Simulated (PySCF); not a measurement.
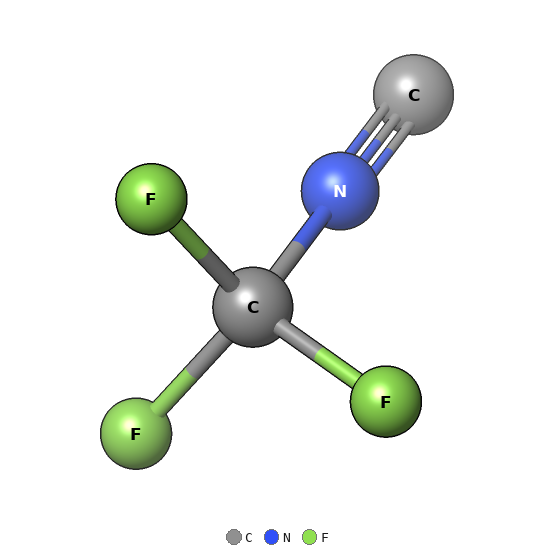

Orthographic view. Depth is shown by fading: the farther an atom, the more it takes the colour of the background. Computed geometry: PBE0-D3(BJ)/def2-TZVP optimisation. No frequency run is at hand to confirm it as a minimum.

Write the InChI string.

InChI=1S/C2F3N/c1-6-2(3,4)5
